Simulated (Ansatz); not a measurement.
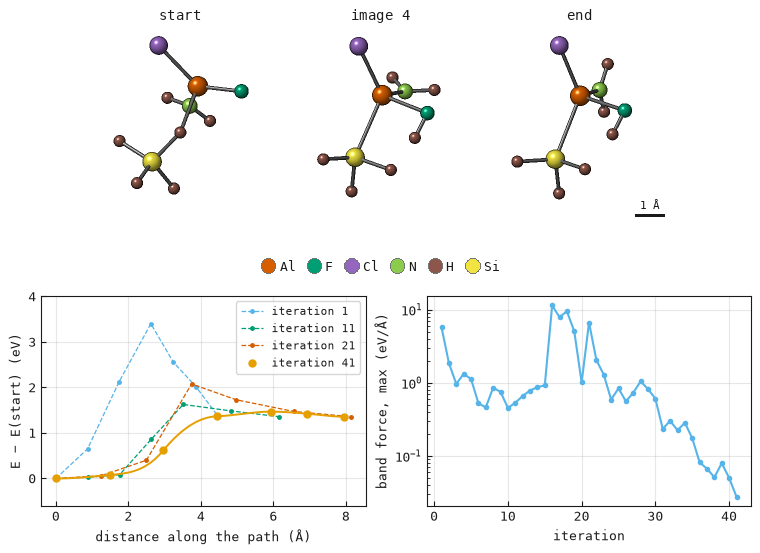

A nudged-elastic-band calculation for AlSiNH₆ClF. Images are numbered from 0 (start) to 6 (end). The plot follows the band through its iterations. Style: ball-and-stick. Shown from a free direction.

These are results of RKS PBE/def2-SVP (Ansatz), not measurements. Set-up: 5 movable images; climbing image; force threshold 0.05 eV/Å; iteration limit 60; spring constant 20.0 eV/Å²; starting path through a guess of the saddle point.

Q: How did the profile develop, and is the result final?

A: The run is converged, with reservations. The band converged in 41 iterations. The largest component of the band force went from 5.8 to 0.028 eV/Å. The climbing image converged on the top of the path. Its curvatures weren't checked. The first iteration put the highest image at 3.40 eV. The energy climbs by 1.47 eV to image 4 and then falls by 0.11 eV, so the end point sits at +1.36 eV.

Cost: 3.3 min on 4 threads of AMD EPYC 7R43 64-Core Processor (Zen 3) (shared host), peak memory 0.18 GiB.
